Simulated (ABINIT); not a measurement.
**A GW chain in ABINIT: KF (Carobbiite)**

Aim: the G0W0 gap of KF (Carobbiite) on PBE, step by step.

Method: PBE and many-body steps on it, plane waves, in ABINIT 10.8.3.

## 1. Starting point

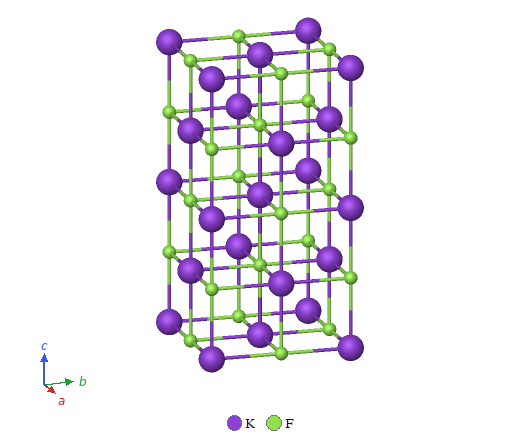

The starting structure, seen slightly off an axis (potassium purple, fluorine green). 1×1×2 cells are drawn. This picture shows the conventional cell, with its axes. Some periodic images of atoms are drawn too.

The cell and positions come from the Crystallography Open Database and are kept as given unless a step says otherwise.

## 2. Ground state

This step: ABINIT 10.8.3; DFT, PBE, plane waves, norm-conserving pseudopotentials.

The ground-state density comes first.

Input file run.abi:

```
acell 3*1.0 Angstrom
rprim 
  0.000000000000 2.671850000000 2.671850000000
  2.671850000000 0.000000000000 2.671850000000
  2.671850000000 2.671850000000 0.000000000000
ntypat 2
znucl 19 9
natom 2
typat 1 2
xred 
  0.000000000000 0.000000000000 0.000000000000
  0.500000000000 0.500000000000 0.500000000000
pp_dirpath "pseudos"
pseudos "K.upf, F.upf"
ecut 36
ngkpt 6 6 6
nshiftk 1
shiftk 0 0 0
kptopt 1
chksymbreak 0
nband 13
occopt 1
tolvrs 1e-10
nstep 60
prtwf 0
optforces 0
optstress 0
indata_prefix "in"
outdata_prefix "out"
tmpdata_prefix "tmp"
```

On the command line:

```console
$ OMP_NUM_THREADS=1 mpirun -n 8 abinit run.abi > log
```

Numbers of over 12 decimals in the logs are rounded to 6 here.

What it wrote:

```text
.Version 10.8.3 of ABINIT. v10.8.2 released Aug 2026.

 Symmetries : space group Fm -3 m (#225); Bravais cF (face-center cubic)
================================================================================
 Values of the parameters that define the memory need of the present run
     intxc =       0    ionmov =       0      iscf =       7    lmnmax =       6
     lnmax =       6     mgfft =      40  mpssoang =       3    mqgrid =    3001
     natom =       2  nloc_mem =       1    nspden =       1   nspinor =       1
    nsppol =       1      nsym =      48    n1xccc =    2501    ntypat =       2
    occopt =       1   xclevel =       2
-    mband =          13        mffmem =           1         mkmem =           2
       mpw =        2671          nfft =       64000          nkpt =          16
================================================================================
  Rough estimation (10% accuracy) of disk space for files :
================================================================================

--------------------------------------------------------------------------------
------------- Echo of variables that govern the present computation ------------
--------------------------------------------------------------------------------
 -outvars: echo values of preprocessed input variables --------
            acell      1.8897261259E+00  1.8897261259E+00  1.8897261259E+00 Bohr

      chksymbreak           0
             ecut      3.60000000E+01 Hartree
-          fftalg         312

              ixc     -101130
              kpt      0.00000000E+00  0.00000000E+00  0.00000000E+00
                       1.66666667E-01  0.00000000E+00  0.00000000E+00
                       3.33333333E-01  0.00000000E+00  0.00000000E+00
                       5.00000000E-01  0.00000000E+00  0.00000000E+00
                       1.66666667E-01  1.66666667E-01  0.00000000E+00
                       3.33333333E-01  1.66666667E-01  0.00000000E+00
                       5.00000000E-01  1.66666667E-01  0.00000000E+00
                      -3.33333333E-01  1.66666667E-01  0.00000000E+00
                      -1.66666667E-01  1.66666667E-01  0.00000000E+00
   [... 5 further rows ...]
                      -3.33333333E-01  3.33333333E-01  1.66666667E-01
                      -3.33333333E-01  5.00000000E-01  1.66666667E-01
         kptrlatt        6    0    0      0    6    0      0    0    6
          kptrlen      4.28427351E+01
P           mkmem           2
            natom           2
            nband          13
            ngfft          40      40      40
             nkpt          16
            nstep          60
             nsym          48
           ntypat           2
              occ      2.000000  2.000000  2.000000  2.000000  2.000000  2.000000
                       2.000000  2.000000  0.000000  0.000000  0.000000  0.000000
                       0.000000
        optforces           0
        optstress           0
            prtwf           0
            rprim      0.0000000000E+00  2.6718500000E+00  2.6718500000E+00
[...]
spgroup         225

           tolvrs      1.00000000E-10

             xred      0.0000000000E+00  0.0000000000E+00  0.0000000000E+00
[...]
znucl       19.00000    9.00000

================================================================================

 chkinp: Checking input parameters for consistency.

================================================================================
== DATASET  1 ==================================================================
-   mpi_nproc: 8, omp_nthreads: 1 (-1 if OMP is not activated)

--- !DatasetInfo
iteration_state: {dtset: 1, }
dimensions: {natom: 2, nkpt: 16, mband: 13, nsppol: 1, nspinor: 1, nspden: 1, mpw: 2671, }
cutoff_energies: {ecut:  36.0, pawecutdg:  -1.0, }
electrons: {nelect:   1.60000000E+01, charge:   0.00000000E+00, occopt:   1.00000000E+00, tsmear:   1.00000000E-02, }

 Real(R)+Recip(G) space primitive vectors, cartesian coordinates (Bohr,Bohr^-1):
 R(1)=  0.0000000  5.0490647  5.0490647  G(1)= -0.0990282  0.0990282  0.0990282
 R(2)=  5.0490647  0.0000000  5.0490647  G(2)=  0.0990282 -0.0990282  0.0990282
 R(3)=  5.0490647  5.0490647  0.0000000  G(3)=  0.0990282  0.0990282 -0.0990282
 Unit cell volume ucvol=  2.5743217E+02 bohr^3
 Angles (23,13,12)=  6.00000000E+01  6.00000000E+01  6.00000000E+01 degrees

 getcut: wavevector=  0.0000  0.0000  0.0000  ngfft=  40  40  40
         ecut(hartree)=     36.000   => boxcut(ratio)=   2.07404

--- Pseudopotential description ------------------------------------------------
- K Generated using ONCVPSP code by D. R. Hamann
- 19.00000   9.00000  171031                  znucl, zion, pspdat
12 -101130 2 -1 2222                          pspcod,pspxc,lmax,lloc,mmax
     nproj     2     2     2
  pspatm : epsatm=    8.42413758
         --- l  ekb(1:nproj) -->
[...]
pspatm: atomic psp has been read  and splines computed

- F Generated using ONCVPSP code by D. R. Hamann
-  9.00000   7.00000  171031                  znucl, zion, pspdat
12 -101130 2 -1 832                           pspcod,pspxc,lmax,lloc,mmax
     nproj     2     2     1
  pspatm : epsatm=    4.87625608
         --- l  ekb(1:nproj) -->
[...]
1   -3.955629   -1.291931
             2   -2.441503
 pspatm: atomic psp has been read  and splines computed

   2.12806299E+02                                ecore*ucvol(ha*bohr**3)
--------------------------------------------------------------------------------

_setup2: Arith. and geom. avg. npw (full set) are    2654.523    2654.506

================================================================================

--- !BeginCycle
iteration_state: {dtset: 1, }
solver: {iscf: 7, nstep: 60, nline: 4, wfoptalg: 0, }
tolerances: {tolvrs: 1.00E-10, }

     iter   Etot(hartree)      deltaE(h)  residm     vres2
 ETOT  1  -54.723160477857    -5.472E+01 9.812E-02 4.625E+02
 ETOT  2  -54.705304050661     1.786E-02 1.263E-02 4.152E+02
 ETOT  3  -54.817881245879    -1.126E-01 4.307E-03 3.099E+01
 ETOT  4  -54.824069819037    -6.189E-03 1.171E-03 2.599E-01
 ETOT  5  -54.824086050790    -1.623E-05 8.504E-04 4.568E-02
 ETOT  6  -54.824094375111    -8.324E-06 2.017E-04 1.284E-03
 ETOT  7  -54.824094573521    -1.984E-07 3.055E-04 4.416E-05
 ETOT  8  -54.824094576737    -3.216E-09 1.556E-04 4.078E-07
 ETOT  9  -54.824094576816    -7.888E-11 2.475E-04 3.943E-09
 ETOT 10  -54.824094576817    -6.111E-13 1.442E-04 1.549E-10
 ETOT 11  -54.824094576818    -9.663E-13 1.906E-04 6.886E-12

 At SCF step   11       vres2   =  6.89E-12 < tolvrs=  1.00E-10 =>converged.

--- !ResultsGS
iteration_state: {dtset: 1, }
comment   : Summary of ground state results
lattice_vectors:
- [  0.0000000,   5.0490647,   5.0490647, ]
- [  5.0490647,   0.0000000,   5.0490647, ]
- [  5.0490647,   5.0490647,   0.0000000, ]
lattice_lengths: [   7.14046,    7.14046,    7.14046, ]
lattice_angles: [ 60.000,  60.000,  60.000, ] # degrees, (23, 13, 12)
lattice_volume:   2.5743217E+02
convergence: {deltae: -9.663E-13, res2:  6.886E-12, residm:  1.906E-04, diffor:  0.000E+00, }
etotal    :  -5.48240946E+01
entropy   :   0.00000000E+00
fermie    :   4.80427879E-03
cartesian_stress_tensor: null
pressure_GPa: null
xred      :
- [  0.0000E+00,   0.0000E+00,   0.0000E+00,  K]
- [  5.0000E-01,   5.0000E-01,   5.0000E-01,  F]
cartesian_forces: null
force_length_stats: {min: null, max: null, mean: null, }

 Integrated electronic density in atomic spheres:
 ------------------------------------------------
 Atom  Sphere_radius  Integrated_density
    1        2.00000          6.95743103
    2        2.00000          7.01853268
================================================================================

 ----iterations are completed or convergence reached----

 Mean square residual over all n,k,spin=   21.424E-07; max=  19.058E-05
 reduced coordinates (array xred) for    2 atoms
       0.000000000000      0.000000000000      0.000000000000
       0.500000000000      0.500000000000      0.500000000000
 rms dE/dt=  0.0000E+00; max dE/dt=  0.0000E+00; dE/dt below (all hartree)
    1       0.000000000000      0.000000000000      0.000000000000
    2       0.000000000000      0.000000000000      0.000000000000

 cartesian coordinates (angstrom) at end:
    1      0.000000     0.000000     0.000000
    2      2.671850     2.671850     2.671850
 length scales=  1.889726125908  1.889726125908  1.889726125908 bohr
              =  1.000000000000  1.000000000000  1.000000000000 angstroms
 prteigrs : about to open file out_EIG
 Fermi (or HOMO) energy (hartree) =   0.00480   Average Vxc (hartree)=  -0.31205
 Eigenvalues (hartree) for nkpt=  16  k points:
 kpt#   1, nband= 13, wtk=  0.00463, kpt=  0.0000  0.0000  0.0000 (reduced coord)
  -0.95489   -0.67869   -0.33934   -0.33934   -0.33934    0.00480    0.00480    0.00480
   0.23263    0.39781    0.39781    0.39781    0.45762
 prteigrs : prtvol=0 or 1, do not print more k-points.

--- !EnergyTerms
iteration_state     : {dtset: 1, }
comment             : Components of total free energy in Hartree
kinetic             :  2.65240854809370E+01
hartree             :  1.41638401583262E+01
xc                  : -1.20070989498102E+01
Ewald energy        : -3.63106064938669E+01
psp_core            :  8.26649984559312E-01
local_psp           : -4.96625823431144E+01
non_local_psp       :  1.64161758615119E+00
total_energy        : -5.48240945768178E+01
total_energy_eV     : -1.49183961311598E+03
band_energy         : -5.37471876812998E+00

== END DATASET(S) ==============================================================
================================================================================

 -outvars: echo values of variables after computation  --------
           etotal     -5.4824094577E+01
            nband          13
             nkpt          16
          spgroup         225
 [... the other variables as echoed above ...]

 Calculation completed.
```

The job ended after 3.8 s (8 MPI ranks of Intel Xeon 6975P-C (Granite Rapids), shared host; peak memory 0.61 GiB).

This step gave:

```yaml
total_energy: -1491.8396 eV
gap: 6.200 eV
k_of_the_valence_top: 0, 0, 0
k_of_the_conduction_bottom: 0, 0, 0
least_direct_gap: 6.200 eV
```

The gap is direct, at Γ.

## 3. Bands along the symmetry lines

Levels along a band path, at the cheap level, show where the edges lie and whether the meshes to come will hold them.

Input file run.abi:

```
acell 3*1.0 Angstrom
rprim 
  0.000000000000 2.671850000000 2.671850000000
  2.671850000000 0.000000000000 2.671850000000
  2.671850000000 2.671850000000 0.000000000000
ntypat 2
znucl 19 9
natom 2
typat 1 2
xred 
  0.000000000000 0.000000000000 0.000000000000
  0.500000000000 0.500000000000 0.500000000000
pp_dirpath "pseudos"
pseudos "K.upf, F.upf"
ecut 36
iscf -2
irdden 1
kptopt 0
nkpt 50
kpt 
  0.00000000 0.00000000 0.00000000
  0.06250000 0.00000000 0.06250000
  0.12500000 0.00000000 0.12500000
  0.18750000 0.00000000 0.18750000
  0.25000000 0.00000000 0.25000000
  0.31250000 0.00000000 0.31250000
  0.37500000 0.00000000 0.37500000
  0.43750000 0.00000000 0.43750000
  0.50000000 0.00000000 0.50000000
  0.51562500 0.03125000 0.51562500
  0.53125000 0.06250000 0.53125000
  0.54687500 0.09375000 0.54687500
  0.56250000 0.12500000 0.56250000
  0.57812500 0.15625000 0.57812500
  0.59375000 0.18750000 0.59375000
  0.60937500 0.21875000 0.60937500
  0.62500000 0.25000000 0.62500000
  0.37500000 0.37500000 0.75000000
  0.32812500 0.32812500 0.65625000
  0.28125000 0.28125000 0.56250000
  0.23437500 0.23437500 0.46875000
  0.18750000 0.18750000 0.37500000
  0.14062500 0.14062500 0.28125000
  0.09375000 0.09375000 0.18750000
  0.04687500 0.04687500 0.09375000
  0.00000000 0.00000000 0.00000000
  0.06250000 0.06250000 0.06250000
  0.12500000 0.12500000 0.12500000
  0.18750000 0.18750000 0.18750000
  0.25000000 0.25000000 0.25000000
  0.31250000 0.31250000 0.31250000
  0.37500000 0.37500000 0.37500000
  0.43750000 0.43750000 0.43750000
  0.50000000 0.50000000 0.50000000
  0.50000000 0.46875000 0.53125000
  0.50000000 0.43750000 0.56250000
  0.50000000 0.40625000 0.59375000
  0.50000000 0.37500000 0.62500000
  0.50000000 0.34375000 0.65625000
  0.50000000 0.31250000 0.68750000
  0.50000000 0.28125000 0.71875000
  0.50000000 0.25000000 0.75000000
  0.50000000 0.21875000 0.71875000
  0.50000000 0.18750000 0.68750000
  0.50000000 0.15625000 0.65625000
  0.50000000 0.12500000 0.62500000
  0.50000000 0.09375000 0.59375000
  0.50000000 0.06250000 0.56250000
  0.50000000 0.03125000 0.53125000
  0.50000000 0.00000000 0.50000000
istwfk *1
nband 15
nbdbuf 2
tolwfr 1e-08
nstep 40
prtwf 0
prtvol 0
indata_prefix "in"
outdata_prefix "out"
tmpdata_prefix "tmp"
```

What it wrote:

```text
.Version 10.8.3 of ABINIT. v10.8.2 released Aug 2026.

 Symmetries : space group Fm -3 m (#225); Bravais cF (face-center cubic)
[... echo of the input left out ...]
== DATASET  1 ==================================================================
-   mpi_nproc: 8, omp_nthreads: 1 (-1 if OMP is not activated)

--- !DatasetInfo
iteration_state: {dtset: 1, }
dimensions: {natom: 2, nkpt: 50, mband: 15, nsppol: 1, nspinor: 1, nspden: 1, mpw: 2693, }
cutoff_energies: {ecut:  36.0, pawecutdg:  -1.0, }
electrons: {nelect:   1.60000000E+01, charge:   0.00000000E+00, occopt:   1.00000000E+00, tsmear:   1.00000000E-02, }

 Real(R)+Recip(G) space primitive vectors, cartesian coordinates (Bohr,Bohr^-1):
 R(1)=  0.0000000  5.0490647  5.0490647  G(1)= -0.0990282  0.0990282  0.0990282
 R(2)=  5.0490647  0.0000000  5.0490647  G(2)=  0.0990282 -0.0990282  0.0990282
 R(3)=  5.0490647  5.0490647  0.0000000  G(3)=  0.0990282  0.0990282 -0.0990282
 Unit cell volume ucvol=  2.5743217E+02 bohr^3
 Angles (23,13,12)=  6.00000000E+01  6.00000000E+01  6.00000000E+01 degrees

 getcut: wavevector=  0.0000  0.0000  0.0000  ngfft=  40  40  40
         ecut(hartree)=     36.000   => boxcut(ratio)=   2.07404

--- Pseudopotential description ------------------------------------------------
- K Generated using ONCVPSP code by D. R. Hamann
- 19.00000   9.00000  171031                  znucl, zion, pspdat
12 -101130 2 -1 2222                          pspcod,pspxc,lmax,lloc,mmax
     nproj     2     2     2
  pspatm : epsatm=    8.42413758
         --- l  ekb(1:nproj) -->
             0   10.871123    0.806704
             1    4.379001    0.553647
             2   -3.405842   -1.029115
 pspatm: atomic psp has been read  and splines computed

- F Generated using ONCVPSP code by D. R. Hamann
-  9.00000   7.00000  171031                  znucl, zion, pspdat
12 -101130 2 -1 832                           pspcod,pspxc,lmax,lloc,mmax
     nproj     2     2     1
  pspatm : epsatm=    4.87625608
         --- l  ekb(1:nproj) -->
[...]
2   -2.441503
 pspatm: atomic psp has been read  and splines computed

--------------------------------------------------------------------------------

================================================================================
 prteigrs : about to open file out_EIG
 Non-SCF case, kpt    1 (  0.00000  0.00000  0.00000), residuals and eigenvalues=
  3.31E-09  1.28E-09  3.72E-09  4.88E-09  9.18E-09  4.82E-09  7.04E-09  2.91E-09
  2.73E-09  5.26E-09  9.06E-09  3.05E-09  6.26E-09  6.22E-09  4.64E-09
 -9.5489E-01 -6.7869E-01 -3.3934E-01 -3.3934E-01 -3.3934E-01  4.8043E-03
  4.8043E-03  4.8043E-03  2.3263E-01  3.9781E-01  3.9781E-01  3.9781E-01
[...]
Non-SCF case, kpt    2 (  0.06250  0.00000  0.06250), residuals and eigenvalues=
  5.19E-09  2.10E-09  1.26E-09  4.66E-09  8.59E-09  5.13E-09  4.81E-09  6.47E-09
[...]
4.23E-09  2.61E-09  3.66E-09  6.84E-09  7.44E-09  5.66E-09  3.06E-09  9.18E-09
  1.12E-09  7.71E-09  1.60E-09  7.86E-09  6.31E-09  3.11E-09  6.26E-09
[...]
Non-SCF case, kpt   49 (  0.50000  0.03125  0.53125), residuals and eigenvalues=
[...]
Non-SCF case, kpt   50 (  0.50000  0.00000  0.50000), residuals and eigenvalues=
[...]
-9.5066E-01 -6.7932E-01 -3.5975E-01 -3.4706E-01 -3.4706E-01 -2.8218E-03
  2.7846E-03  2.7846E-03  3.0741E-01  3.8435E-01  4.3910E-01  5.0161E-01
[...]
--- !ResultsGS
iteration_state: {dtset: 1, }
comment   : Summary of ground state results
lattice_vectors:
- [  0.0000000,   5.0490647,   5.0490647, ]
- [  5.0490647,   0.0000000,   5.0490647, ]
- [  5.0490647,   5.0490647,   0.0000000, ]
lattice_lengths: [   7.14046,    7.14046,    7.14046, ]
lattice_angles: [ 60.000,  60.000,  60.000, ] # degrees, (23, 13, 12)
lattice_volume:   2.5743217E+02
convergence: {deltae:  0.000E+00, res2:  0.000E+00, residm:  9.975E-09, diffor:  0.000E+00, }
etotal    :  -5.48240946E+01
entropy   :   0.00000000E+00
fermie    :   4.80427879E-03
cartesian_stress_tensor: null
pressure_GPa: null
xred      :
- [  0.0000E+00,   0.0000E+00,   0.0000E+00,  K]
- [  5.0000E-01,   5.0000E-01,   5.0000E-01,  F]
cartesian_forces: null
force_length_stats: {min: null, max: null, mean: null, }

 Integrated electronic density in atomic spheres:
 ------------------------------------------------
 Atom  Sphere_radius  Integrated_density
[...]
================================================================================

 ----iterations are completed or convergence reached----

 Mean square residual over all n,k,spin=   53.980E-10; max=  99.747E-10
 reduced coordinates (array xred) for    2 atoms
       0.000000000000      0.000000000000      0.000000000000
       0.500000000000      0.500000000000      0.500000000000

 cartesian coordinates (angstrom) at end:
    1      0.000000     0.000000     0.000000
    2      2.671850     2.671850     2.671850
 length scales=  1.889726125908  1.889726125908  1.889726125908 bohr
              =  1.000000000000  1.000000000000  1.000000000000 angstroms
 prteigrs : about to open file out_EIG
 Eigenvalues (hartree) for nkpt=  50  k points:
 kpt#   1, nband= 15, wtk=  1.00000, kpt=  0.0000  0.0000  0.0000 (reduced coord)
[...]
kpt#   2, nband= 15, wtk=  1.00000, kpt=  0.0625  0.0000  0.0625 (reduced coord)
[...]
kpt#   3, nband= 15, wtk=  1.00000, kpt=  0.1250  0.0000  0.1250 (reduced coord)
[...]
kpt#  49, nband= 15, wtk=  1.00000, kpt=  0.5000  0.0313  0.5313 (reduced coord)
  -0.95066   -0.67936   -0.35964   -0.34719   -0.34689   -0.00280    0.00228    0.00267
   0.30843    0.38542    0.43686    0.50164    0.52254    0.52464    0.58271
 kpt#  50, nband= 15, wtk=  1.00000, kpt=  0.5000  0.0000  0.5000 (reduced coord)
  -0.95066   -0.67932   -0.35975   -0.34706   -0.34706   -0.00282    0.00278    0.00278
   0.30741    0.38435    0.43910    0.50161    0.52252    0.52252    0.58469

== END DATASET(S) ==============================================================
================================================================================

 -outvars: echo values of variables after computation  --------
            nband          15
             nkpt          50
          spgroup         225
 [... the other variables as echoed above ...]

 Calculation completed.
```

Wall time 4.9 s (8 MPI ranks); peak memory 0.56 GiB.

Numbers from this step:

- gap: 6.200 eV
- k of the valence top: 0, 0, 0
- k of the conduction bottom: 0, 0, 0
- least direct gap: 6.200 eV

The gap is 6.200 eV, as in the run before at this level.

The electronic bands at the labelled points (eV, zero at the top of the highest filled band; v1 is the highest filled band, c1 the lowest empty one):

```tsv
point	v4	v3	v2	v1	c1	c2	c3	c4
Γ	-9.36	0.00	0.00	0.00	6.20	10.69	10.69	10.69
X	-9.57	-0.21	-0.06	-0.06	8.23	10.33	11.82	13.52
U	-9.51	-0.33	-0.19	-0.19	8.98	10.74	11.08	13.51
jump to K	-9.51	-0.33	-0.19	-0.19	8.98	10.74	11.08	13.51
Γ	-9.36	0.00	0.00	0.00	6.20	10.69	10.69	10.69
L	-9.40	-0.78	-0.34	-0.34	9.09	10.63	12.05	12.05
W	-9.45	-0.40	-0.16	-0.16	9.75	9.75	11.21	13.35
X	-9.57	-0.21	-0.06	-0.06	8.23	10.33	11.82	13.52
```

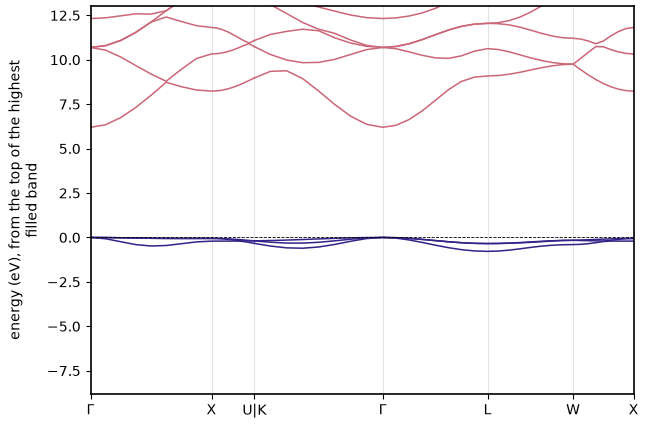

Electronic bands along the path; lines of filled and empty bands in two colours.

(Part 1 of 2 ends here.)

[Paths, hosts, dates, memory and timing lines, banners, echoed tables and standing remarks are left out of the program output.]

[Logs are printed without paths, hosts, clocks, repeated set-up lines and the standing remarks that a program may print on its own settings, such as how far it seeks lower states.]

[Runs of the session that timed out or met a known fault of the program may be left out.]

[Hosts, paths, dates, database ids (printed as entryN), source tags and the programs' standing remarks are cut or masked in the printed files.]

[G0W0 gaps are taken among the corrected bands and points alone; a level outside them can change the order at an edge.]

[Where Ansatz stands beside ABINIT at settings called matched, ABINIT's density can come from a denser mesh and the files from another edition; pairs whose starting gaps differed by over 0.03 eV were left out, so agreement reads better than it is.]
